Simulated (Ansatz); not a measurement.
**Run report: H₂, molecular dynamics (part 1 of 5)**

- system: H₂
- method: UKS PBE0-D4/def2-SVP (Ansatz 0.2.0)

It belongs to a series of runs on one base structure; here: dynamics from the start. Figures and captions count atoms from 1; the log counts them from 0 in places.

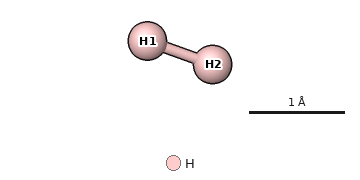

Figure 1. The starting structure (ball-and-stick view, seen at an oblique angle; atoms are numbered from 1 in the order of the input). Bond lengths as drawn: H–H 0.76 Å.

### Key numbers

```csv
quantity,value
outcome,finished
mean temperature over the second half,101 K
trajectory,"266 steps, 66.5 fs"
ensemble,nve
temperature in the input,200.0 K
time step,0.25 fs
potential energy (last step),−31.6604 eV
mean-field energy (last step),−31.6588 eV
largest force (length of the vector) (last step),0.751 eV/Å
hardware,"1 thread of AMD EPYC (Zen 3), 189 GiB of memory available, shared host"
wall time,1.8 min (CPU time 49 s; the host was busy)
peak memory,0.078 GiB
```

### Remarks

So short a trajectory is not equilibrated.

### The input
```yaml
crystal:
  periodic: [false, false, false]
  atoms:
    - { symbol: H, position_ang: [0.325564, -0.101122, 0.168733] }
    - { symbol: H, position_ang: [-0.325564, 0.101122, -0.168733] }
magnetization:
  spin_polarized: true
basis:
  gaussian: { orbitals: def2-SVP }
hamiltonian:
  xc: pbe0
  dispersion: d4
md:
  timestep: 0.25
  n_steps: 266
  ensemble: nve
  temperature: 200.0
  initial_velocities: maxwell_boltzmann
  seed: 917129
```

Launched with:
```bash
ansatz run input.yaml --threads 1 --pin off --max-ram 2048MiB --backend cpu --events-out ev --progress --plain --runs-dir out
```

### The program's output
```
Engine: ansatz 0.2.0, x86_64-unknown-linux-gnu
Functional definition: PBE0
  parameter a = 0.25
  parameter kappa = 0.804
  parameter beta = 0.06672455060314922
  exchange = (1 - a)*pbe_x(kappa = kappa, mu = beta*pi^2/3) + a*exact_x
  correlation = pbe_c(beta = beta)
104 factors; integrals over basis functions are off by at most 2.9e-4 eV
mean field evaluation 1: about -31.6097 eV, gradient 2.7e0 eV
mean field evaluation 2: about -31.6674 eV, gradient 3.5e-1 eV
mean field evaluation 4: about -31.6675 eV, gradient 9.5e-3 eV
mean field evaluation 8: about -31.6675 eV, gradient 3.3e-5 eV
mean field -31.66750029 eV, -1.1637591708 hartree, gradient 3.3e-5 eV, S^2 0.000000; 0 other end points of the search recorded, 0 dependent functions left out
the calculation of the forces begins
reference -31.66751157 eV, -1.1637595851 hartree; 1, 1 occupied and 9, 9 virtual orbitals, 104 factors
md step     0: t =     0.00 fs  T =   200.0 K  F+E_penalty+E_count = -31.66911338 eV  E_kin = 0.008617 eV  conserved = -31.66049604 eV  (17 SCF iters)
these checks for a lower state are left out or cut short: starts, cluster_reference, orbital_swaps, neighbouring_geometries, increment
104 factors; integrals over basis functions are off by at most 2.8e-4 eV
mean field -31.66713226 eV, -1.1637456457 hartree, gradient 6.1e-5 eV, S^2 0.000000; 0 other end points of the search recorded, 0 dependent functions left out
the calculation of the forces begins
reference -31.66714354 eV, -1.1637460604 hartree; 1, 1 occupied and 9, 9 virtual orbitals, 104 factors
md step     1: t =     0.25 fs  T =   191.5 K  F+E_penalty+E_count = -31.66874289 eV  E_kin = 0.008249 eV  conserved = -31.66049382 eV  (12 SCF iters)
[... from here on the SCF iterations and repeated set-up lines of each step are left out, up to the last step ...]
md step     2: t =     0.50 fs  T =   167.0 K  F+E_penalty+E_count = -31.66768060 eV  E_kin = 0.007197 eV  conserved = -31.66048359 eV  (13 SCF iters)
md step     3: t =     0.75 fs  T =   130.6 K  F+E_penalty+E_count = -31.66609555 eV  E_kin = 0.005629 eV  conserved = -31.66046678 eV  (12 SCF iters)
md step     4: t =     1.00 fs  T =    88.5 K  F+E_penalty+E_count = -31.66425973 eV  E_kin = 0.003814 eV  conserved = -31.66044617 eV  (13 SCF iters)
md step     5: t =     1.25 fs  T =    48.2 K  F+E_penalty+E_count = -31.66250276 eV  E_kin = 0.002077 eV  conserved = -31.66042567 eV  (12 SCF iters)
md step     6: t =     1.50 fs  T =    17.2 K  F+E_penalty+E_count = -31.66115015 eV  E_kin = 0.000741 eV  conserved = -31.66040949 eV  (13 SCF iters)
md step     7: t =     1.75 fs  T =     1.3 K  F+E_penalty+E_count = -31.66045791 eV  E_kin = 0.000057 eV  conserved = -31.66040108 eV  (12 SCF iters)
md step     8: t =     2.00 fs  T =     3.6 K  F+E_penalty+E_count = -31.66055868 eV  E_kin = 0.000156 eV  conserved = -31.66040231 eV  (12 SCF iters)
md step     9: t =     2.25 fs  T =    23.7 K  F+E_penalty+E_count = -31.66143307 eV  E_kin = 0.001020 eV  conserved = -31.66041290 eV  (12 SCF iters)
md step    10: t =     2.50 fs  T =    57.6 K  F+E_penalty+E_count = -31.66291393 eV  E_kin = 0.002483 eV  conserved = -31.66043054 eV  (12 SCF iters)
md step    11: t =     2.75 fs  T =    99.1 K  F+E_penalty+E_count = -31.66472222 eV  E_kin = 0.004271 eV  conserved = -31.66045149 eV  (12 SCF iters)
md step    12: t =     3.00 fs  T =   140.5 K  F+E_penalty+E_count = -31.66652518 eV  E_kin = 0.006054 eV  conserved = -31.66047155 eV  (12 SCF iters)
md step    13: t =     3.25 fs  T =   174.4 K  F+E_penalty+E_count = -31.66800220 eV  E_kin = 0.007515 eV  conserved = -31.66048700 eV  (12 SCF iters)
md step    14: t =     3.50 fs  T =   195.1 K  F+E_penalty+E_count = -31.66890354 eV  E_kin = 0.008408 eV  conserved = -31.66049539 eV  (12 SCF iters)
md step    15: t =     3.75 fs  T =   199.5 K  F+E_penalty+E_count = -31.66909024 eV  E_kin = 0.008595 eV  conserved = -31.66049566 eV  (13 SCF iters)
md step    16: t =     4.00 fs  T =   187.1 K  F+E_penalty+E_count = -31.66855064 eV  E_kin = 0.008062 eV  conserved = -31.66048839 eV  (13 SCF iters)
md step    17: t =     4.25 fs  T =   160.6 K  F+E_penalty+E_count = -31.66739294 eV  E_kin = 0.006918 eV  conserved = -31.66047527 eV  (13 SCF iters)
md step    18: t =     4.50 fs  T =   124.4 K  F+E_penalty+E_count = -31.66581927 eV  E_kin = 0.005361 eV  conserved = -31.66045870 eV  (13 SCF iters)
md step    19: t =     4.75 fs  T =    84.6 K  F+E_penalty+E_count = -31.66408819 eV  E_kin = 0.003647 eV  conserved = -31.66044134 eV  (12 SCF iters)
md step    20: t =     5.00 fs  T =    47.5 K  F+E_penalty+E_count = -31.66247261 eV  E_kin = 0.002047 eV  conserved = -31.66042570 eV  (13 SCF iters)
md step    21: t =     5.25 fs  T =    18.7 K  F+E_penalty+E_count = -31.66121966 eV  E_kin = 0.000806 eV  conserved = -31.66041386 eV  (13 SCF iters)
md step    22: t =     5.50 fs  T =     2.5 K  F+E_penalty+E_count = -31.66051693 eV  E_kin = 0.000110 eV  conserved = -31.66040732 eV  (13 SCF iters)
md step    23: t =     5.75 fs  T =     1.4 K  F+E_penalty+E_count = -31.66046827 eV  E_kin = 0.000061 eV  conserved = -31.66040687 eV  (12 SCF iters)
md step    24: t =     6.00 fs  T =    15.5 K  F+E_penalty+E_count = -31.66108083 eV  E_kin = 0.000668 eV  conserved = -31.66041256 eV  (13 SCF iters)
md step    25: t =     6.25 fs  T =    42.7 K  F+E_penalty+E_count = -31.66226421 eV  E_kin = 0.001840 eV  conserved = -31.66042371 eV  (12 SCF iters)
md step    26: t =     6.50 fs  T =    79.0 K  F+E_penalty+E_count = -31.66384164 eV  E_kin = 0.003403 eV  conserved = -31.66043894 eV  (18 SCF iters)
md step    27: t =     6.75 fs  T =   118.7 K  F+E_penalty+E_count = -31.66557272 eV  E_kin = 0.005116 eV  conserved = -31.66045622 eV  (12 SCF iters)
md step    28: t =     7.00 fs  T =   155.8 K  F+E_penalty+E_count = -31.66718586 eV  E_kin = 0.006713 eV  conserved = -31.66047311 eV  (12 SCF iters)
md step    29: t =     7.25 fs  T =   184.1 K  F+E_penalty+E_count = -31.66841784 eV  E_kin = 0.007931 eV  conserved = -31.66048696 eV  (12 SCF iters)
md step    30: t =     7.50 fs  T =   198.7 K  F+E_penalty+E_count = -31.66905588 eV  E_kin = 0.008561 eV  conserved = -31.66049529 eV  (12 SCF iters)
md step    31: t =     7.75 fs  T =   196.8 K  F+E_penalty+E_count = -31.66897630 eV  E_kin = 0.008480 eV  conserved = -31.66049628 eV  (12 SCF iters)
md step    32: t =     8.00 fs  T =   178.3 K  F+E_penalty+E_count = -31.66817250 eV  E_kin = 0.007683 eV  conserved = -31.66048912 eV  (12 SCF iters)
md step    33: t =     8.25 fs  T =   146.0 K  F+E_penalty+E_count = -31.66676551 eV  E_kin = 0.006291 eV  conserved = -31.66047466 eV  (13 SCF iters)
md step    34: t =     8.50 fs  T =   105.3 K  F+E_penalty+E_count = -31.66499100 eV  E_kin = 0.004536 eV  conserved = -31.66045513 eV  (12 SCF iters)
md step    35: t =     8.75 fs  T =    63.3 K  F+E_penalty+E_count = -31.66316264 eV  E_kin = 0.002729 eV  conserved = -31.66043408 eV  (12 SCF iters)
md step    36: t =     9.00 fs  T =    27.8 K  F+E_penalty+E_count = -31.66161544 eV  E_kin = 0.001200 eV  conserved = -31.66041572 eV  (13 SCF iters)
md step    37: t =     9.25 fs  T =     5.5 K  F+E_penalty+E_count = -31.66064013 eV  E_kin = 0.000236 eV  conserved = -31.66040393 eV  (13 SCF iters)
md step    38: t =     9.50 fs  T =     0.5 K  F+E_penalty+E_count = -31.66042287 eV  E_kin = 0.000022 eV  conserved = -31.66040129 eV  (12 SCF iters)
md step    39: t =     9.75 fs  T =    13.9 K  F+E_penalty+E_count = -31.66100541 eV  E_kin = 0.000597 eV  conserved = -31.66040837 eV  (12 SCF iters)
md step    40: t =    10.00 fs  T =    43.0 K  F+E_penalty+E_count = -31.66227603 eV  E_kin = 0.001852 eV  conserved = -31.66042362 eV  (12 SCF iters)
md step    41: t =    10.25 fs  T =    82.4 K  F+E_penalty+E_count = -31.66399368 eV  E_kin = 0.003550 eV  conserved = -31.66044377 eV  (13 SCF iters)
md step    42: t =    10.50 fs  T =   124.7 K  F+E_penalty+E_count = -31.66583895 eV  E_kin = 0.005374 eV  conserved = -31.66046467 eV  (13 SCF iters)
md step    43: t =    10.75 fs  T =   162.4 K  F+E_penalty+E_count = -31.66747880 eV  E_kin = 0.006996 eV  conserved = -31.66048230 eV  (12 SCF iters)
md step    44: t =    11.00 fs  T =   188.8 K  F+E_penalty+E_count = -31.66862967 eV  E_kin = 0.008136 eV  conserved = -31.66049370 eV  (12 SCF iters)
md step    45: t =    11.25 fs  T =   199.8 K  F+E_penalty+E_count = -31.66910569 eV  E_kin = 0.008609 eV  conserved = -31.66049715 eV  (12 SCF iters)
md step    46: t =    11.50 fs  T =   193.8 K  F+E_penalty+E_count = -31.66884489 eV  E_kin = 0.008352 eV  conserved = -31.66049270 eV  (12 SCF iters)
md step    47: t =    11.75 fs  T =   172.4 K  F+E_penalty+E_count = -31.66791054 eV  E_kin = 0.007429 eV  conserved = -31.66048162 eV  (13 SCF iters)
md step    48: t =    12.00 fs  T =   139.4 K  F+E_penalty+E_count = -31.66647183 eV  E_kin = 0.006006 eV  conserved = -31.66046609 eV  (13 SCF iters)
md step    49: t =    12.25 fs  T =   100.3 K  F+E_penalty+E_count = -31.66477004 eV  E_kin = 0.004321 eV  conserved = -31.66044873 eV  (12 SCF iters)
md step    50: t =    12.50 fs  T =    61.4 K  F+E_penalty+E_count = -31.66307744 eV  E_kin = 0.002645 eV  conserved = -31.66043214 eV  (12 SCF iters)
md step    51: t =    12.75 fs  T =    28.7 K  F+E_penalty+E_count = -31.66165575 eV  E_kin = 0.001237 eV  conserved = -31.66041859 eV  (12 SCF iters)
md step    52: t =    13.00 fs  T =     7.2 K  F+E_penalty+E_count = -31.66071940 eV  E_kin = 0.000310 eV  conserved = -31.66040983 eV  (12 SCF iters)
md step    53: t =    13.25 fs  T =     0.0 K  F+E_penalty+E_count = -31.66040735 eV  E_kin = 0.000000 eV  conserved = -31.66040694 eV  (13 SCF iters)
md step    54: t =    13.50 fs  T =     8.2 K  F+E_penalty+E_count = -31.66076552 eV  E_kin = 0.000355 eV  conserved = -31.66041026 eV  (13 SCF iters)
md step    55: t =    13.75 fs  T =    30.7 K  F+E_penalty+E_count = -31.66174117 eV  E_kin = 0.001322 eV  conserved = -31.66041940 eV  (13 SCF iters)
md step    56: t =    14.00 fs  T =    64.0 K  F+E_penalty+E_count = -31.66318941 eV  E_kin = 0.002756 eV  conserved = -31.66043323 eV  (18 SCF iters)
md step    57: t =    14.25 fs  T =   103.1 K  F+E_penalty+E_count = -31.66489147 eV  E_kin = 0.004441 eV  conserved = -31.66044997 eV  (13 SCF iters)
md step    58: t =    14.50 fs  T =   142.0 K  F+E_penalty+E_count = -31.66658363 eV  E_kin = 0.006116 eV  conserved = -31.66046733 eV  (12 SCF iters)
md step    59: t =    14.75 fs  T =   174.3 K  F+E_penalty+E_count = -31.66799440 eV  E_kin = 0.007512 eV  conserved = -31.66048268 eV  (12 SCF iters)
md step    60: t =    15.00 fs  T =   194.8 K  F+E_penalty+E_count = -31.66888626 eV  E_kin = 0.008393 eV  conserved = -31.66049345 eV  (13 SCF iters)
md step    61: t =    15.25 fs  T =   199.6 K  F+E_penalty+E_count = -31.66909641 eV  E_kin = 0.008599 eV  conserved = -31.66049748 eV  (12 SCF iters)
md step    62: t =    15.50 fs  T =   187.4 K  F+E_penalty+E_count = -31.66856993 eV  E_kin = 0.008076 eV  conserved = -31.66049356 eV  (12 SCF iters)
md step    63: t =    15.75 fs  T =   160.0 K  F+E_penalty+E_count = -31.66737772 eV  E_kin = 0.006896 eV  conserved = -31.66048174 eV  (12 SCF iters)
md step    64: t =    16.00 fs  T =   121.8 K  F+E_penalty+E_count = -31.66571360 eV  E_kin = 0.005250 eV  conserved = -31.66046384 eV  (12 SCF iters)
md step    65: t =    16.25 fs  T =    79.5 K  F+E_penalty+E_count = -31.66386633 eV  E_kin = 0.003423 eV  conserved = -31.66044290 eV  (12 SCF iters)
md step    66: t =    16.50 fs  T =    40.6 K  F+E_penalty+E_count = -31.66217016 eV  E_kin = 0.001747 eV  conserved = -31.66042299 eV  (12 SCF iters)
md step    67: t =    16.75 fs  T =    12.4 K  F+E_penalty+E_count = -31.66094102 eV  E_kin = 0.000533 eV  conserved = -31.66040822 eV  (12 SCF iters)
md step    68: t =    17.00 fs  T =     0.2 K  F+E_penalty+E_count = -31.66041233 eV  E_kin = 0.000011 eV  conserved = -31.66040179 eV  (12 SCF iters)
md step    69: t =    17.25 fs  T =     6.5 K  F+E_penalty+E_count = -31.66068554 eV  E_kin = 0.000280 eV  conserved = -31.66040512 eV  (12 SCF iters)
md step    70: t =    17.50 fs  T =    30.0 K  F+E_penalty+E_count = -31.66170814 eV  E_kin = 0.001291 eV  conserved = -31.66041747 eV  (12 SCF iters)
md step    71: t =    17.75 fs  T =    66.1 K  F+E_penalty+E_count = -31.66328510 eV  E_kin = 0.002849 eV  conserved = -31.66043616 eV  (12 SCF iters)
md step    72: t =    18.00 fs  T =   108.2 K  F+E_penalty+E_count = -31.66512054 eV  E_kin = 0.004663 eV  conserved = -31.66045727 eV  (12 SCF iters)
md step    73: t =    18.25 fs  T =   148.6 K  F+E_penalty+E_count = -31.66687884 eV  E_kin = 0.006402 eV  conserved = -31.66047662 eV  (13 SCF iters)
md step    74: t =    18.50 fs  T =   180.1 K  F+E_penalty+E_count = -31.66825017 eV  E_kin = 0.007759 eV  conserved = -31.66049070 eV  (12 SCF iters)
md step    75: t =    18.75 fs  T =   197.5 K  F+E_penalty+E_count = -31.66900594 eV  E_kin = 0.008509 eV  conserved = -31.66049739 eV  (12 SCF iters)
md step    76: t =    19.00 fs  T =   198.2 K  F+E_penalty+E_count = -31.66903389 eV  E_kin = 0.008538 eV  conserved = -31.66049596 eV  (12 SCF iters)
md step    77: t =    19.25 fs  T =   182.5 K  F+E_penalty+E_count = -31.66834936 eV  E_kin = 0.007862 eV  conserved = -31.66048726 eV  (12 SCF iters)
md step    78: t =    19.50 fs  T =   153.4 K  F+E_penalty+E_count = -31.66708331 eV  E_kin = 0.006610 eV  conserved = -31.66047319 eV  (12 SCF iters)
md step    79: t =    19.75 fs  T =   116.0 K  F+E_penalty+E_count = -31.66545332 eV  E_kin = 0.004997 eV  conserved = -31.66045623 eV  (13 SCF iters)
md step    80: t =    20.00 fs  T =    76.3 K  F+E_penalty+E_count = -31.66372454 eV  E_kin = 0.003286 eV  conserved = -31.66043904 eV  (13 SCF iters)
md step    81: t =    20.25 fs  T =    40.5 K  F+E_penalty+E_count = -31.66216756 eV  E_kin = 0.001744 eV  conserved = -31.66042406 eV  (12 SCF iters)
md step    82: t =    20.50 fs  T =    14.1 K  F+E_penalty+E_count = -31.66101929 eV  E_kin = 0.000606 eV  conserved = -31.66041325 eV  (13 SCF iters)
md step    83: t =    20.75 fs  T =     1.0 K  F+E_penalty+E_count = -31.66045103 eV  E_kin = 0.000043 eV  conserved = -31.66040797 eV  (13 SCF iters)
md step    84: t =    21.00 fs  T =     3.2 K  F+E_penalty+E_count = -31.66054662 eV  E_kin = 0.000138 eV  conserved = -31.66040886 eV  (13 SCF iters)
md step    85: t =    21.25 fs  T =    20.3 K  F+E_penalty+E_count = -31.66129201 eV  E_kin = 0.000876 eV  conserved = -31.66041580 eV  (13 SCF iters)
md step    86: t =    21.50 fs  T =    49.9 K  F+E_penalty+E_count = -31.66257696 eV  E_kin = 0.002149 eV  conserved = -31.66042796 eV  (18 SCF iters)
md step    87: t =    21.75 fs  T =    87.4 K  F+E_penalty+E_count = -31.66420887 eV  E_kin = 0.003765 eV  conserved = -31.66044381 eV  (12 SCF iters)
md step    88: t =    22.00 fs  T =   127.1 K  F+E_penalty+E_count = -31.66593765 eV  E_kin = 0.005476 eV  conserved = -31.66046123 eV  (12 SCF iters)
md step    89: t =    22.25 fs  T =   162.8 K  F+E_penalty+E_count = -31.66749006 eV  E_kin = 0.007012 eV  conserved = -31.66047769 eV  (13 SCF iters)
md step    90: t =    22.50 fs  T =   188.4 K  F+E_penalty+E_count = -31.66861019 eV  E_kin = 0.008120 eV  conserved = -31.66049054 eV  (12 SCF iters)
md step    91: t =    22.75 fs  T =   199.7 K  F+E_penalty+E_count = -31.66910134 eV  E_kin = 0.008604 eV  conserved = -31.66049743 eV  (12 SCF iters)
md step    92: t =    23.00 fs  T =   194.2 K  F+E_penalty+E_count = -31.66886306 eV  E_kin = 0.008366 eV  conserved = -31.66049670 eV  (13 SCF iters)
md step    93: t =    23.25 fs  T =   172.4 K  F+E_penalty+E_count = -31.66791588 eV  E_kin = 0.007428 eV  conserved = -31.66048785 eV  (13 SCF iters)
md step    94: t =    23.50 fs  T =   137.8 K  F+E_penalty+E_count = -31.66640728 eV  E_kin = 0.005935 eV  conserved = -31.66047207 eV  (12 SCF iters)
md step    95: t =    23.75 fs  T =    96.1 K  F+E_penalty+E_count = -31.66459345 eV  E_kin = 0.004142 eV  conserved = -31.66045188 eV  (13 SCF iters)
md step    96: t =    24.00 fs  T =    54.9 K  F+E_penalty+E_count = -31.66279784 eV  E_kin = 0.002367 eV  conserved = -31.66043105 eV  (12 SCF iters)
md step    97: t =    24.25 fs  T =    21.8 K  F+E_penalty+E_count = -31.66135152 eV  E_kin = 0.000938 eV  conserved = -31.66041381 eV  (12 SCF iters)
md step    98: t =    24.50 fs  T =     2.9 K  F+E_penalty+E_count = -31.66052737 eV  E_kin = 0.000124 eV  conserved = -31.66040382 eV  (12 SCF iters)
md step    99: t =    24.75 fs  T =     1.9 K  F+E_penalty+E_count = -31.66048305 eV  E_kin = 0.000080 eV  conserved = -31.66040328 eV  (12 SCF iters)
md step   100: t =    25.00 fs  T =    18.9 K  F+E_penalty+E_count = -31.66122708 eV  E_kin = 0.000815 eV  conserved = -31.66041231 eV  (13 SCF iters)
md step   101: t =    25.25 fs  T =    50.8 K  F+E_penalty+E_count = -31.66261699 eV  E_kin = 0.002188 eV  conserved = -31.66042893 eV  (13 SCF iters)
md step   102: t =    25.50 fs  T =    91.5 K  F+E_penalty+E_count = -31.66439003 eV  E_kin = 0.003940 eV  conserved = -31.66044959 eV  (13 SCF iters)
md step   103: t =    25.75 fs  T =   133.4 K  F+E_penalty+E_count = -31.66621830 eV  E_kin = 0.005748 eV  conserved = -31.66047010 eV  (12 SCF iters)
md step   104: t =    26.00 fs  T =   169.1 K  F+E_penalty+E_count = -31.66777440 eV  E_kin = 0.007288 eV  conserved = -31.66048660 eV  (13 SCF iters)
md step   105: t =    26.25 fs  T =   192.5 K  F+E_penalty+E_count = -31.66879238 eV  E_kin = 0.008296 eV  conserved = -31.66049638 eV  (12 SCF iters)
md step   106: t =    26.50 fs  T =   199.9 K  F+E_penalty+E_count = -31.66911153 eV  E_kin = 0.008613 eV  conserved = -31.66049809 eV  (13 SCF iters)
md step   107: t =    26.75 fs  T =   190.4 K  F+E_penalty+E_count = -31.66869734 eV  E_kin = 0.008205 eV  conserved = -31.66049208 eV  (12 SCF iters)
md step   108: t =    27.00 fs  T =   166.1 K  F+E_penalty+E_count = -31.66763796 eV  E_kin = 0.007158 eV  conserved = -31.66047984 eV  (13 SCF iters)
md step   109: t =    27.25 fs  T =   131.3 K  F+E_penalty+E_count = -31.66612119 eV  E_kin = 0.005657 eV  conserved = -31.66046371 eV  (12 SCF iters)
md step   110: t =    27.50 fs  T =    91.7 K  F+E_penalty+E_count = -31.66439847 eV  E_kin = 0.003952 eV  conserved = -31.66044630 eV  (12 SCF iters)
md step   111: t =    27.75 fs  T =    53.7 K  F+E_penalty+E_count = -31.66274316 eV  E_kin = 0.002313 eV  conserved = -31.66043018 eV  (12 SCF iters)
md step   112: t =    28.00 fs  T =    23.0 K  F+E_penalty+E_count = -31.66140968 eV  E_kin = 0.000992 eV  conserved = -31.66041754 eV  (12 SCF iters)
md step   113: t =    28.25 fs  T =     4.4 K  F+E_penalty+E_count = -31.66059833 eV  E_kin = 0.000188 eV  conserved = -31.66040997 eV  (13 SCF iters)
md step   114: t =    28.50 fs  T =     0.5 K  F+E_penalty+E_count = -31.66042919 eV  E_kin = 0.000021 eV  conserved = -31.66040840 eV  (13 SCF iters)
md step   115: t =    28.75 fs  T =    11.9 K  F+E_penalty+E_count = -31.66092717 eV  E_kin = 0.000514 eV  conserved = -31.66041302 eV  (18 SCF iters)
md step   116: t =    29.00 fs  T =    37.0 K  F+E_penalty+E_count = -31.66201884 eV  E_kin = 0.001596 eV  conserved = -31.66042328 eV  (13 SCF iters)
md step   117: t =    29.25 fs  T =    72.0 K  F+E_penalty+E_count = -31.66354160 eV  E_kin = 0.003104 eV  conserved = -31.66043790 eV  (12 SCF iters)
md step   118: t =    29.50 fs  T =   111.6 K  F+E_penalty+E_count = -31.66526435 eV  E_kin = 0.004809 eV  conserved = -31.66045498 eV  (12 SCF iters)
md step   119: t =    29.75 fs  T =   149.6 K  F+E_penalty+E_count = -31.66691838 eV  E_kin = 0.006446 eV  conserved = -31.66047214 eV  (12 SCF iters)
md step   120: t =    30.00 fs  T =   179.9 K  F+E_penalty+E_count = -31.66823595 eV  E_kin = 0.007749 eV  conserved = -31.66048672 eV  (12 SCF iters)
md step   121: t =    30.25 fs  T =   197.2 K  F+E_penalty+E_count = -31.66899227 eV  E_kin = 0.008496 eV  conserved = -31.66049619 eV  (12 SCF iters)
md step   122: t =    30.50 fs  T =   198.4 K  F+E_penalty+E_count = -31.66904526 eV  E_kin = 0.008547 eV  conserved = -31.66049859 eV  (13 SCF iters)
md step   123: t =    30.75 fs  T =   182.7 K  F+E_penalty+E_count = -31.66836602 eV  E_kin = 0.007873 eV  conserved = -31.66049287 eV  (12 SCF iters)
md step   124: t =    31.00 fs  T =   152.6 K  F+E_penalty+E_count = -31.66705296 eV  E_kin = 0.006573 eV  conserved = -31.66047961 eV  (12 SCF iters)
md step   125: t =    31.25 fs  T =   112.9 K  F+E_penalty+E_count = -31.66532318 eV  E_kin = 0.004862 eV  conserved = -31.66046075 eV  (13 SCF iters)
md step   126: t =    31.50 fs  T =    70.6 K  F+E_penalty+E_count = -31.66348002 eV  E_kin = 0.003040 eV  conserved = -31.66043968 eV  (12 SCF iters)
md step   127: t =    31.75 fs  T =    33.4 K  F+E_penalty+E_count = -31.66185934 eV  E_kin = 0.001439 eV  conserved = -31.66042054 eV  (12 SCF iters)
```
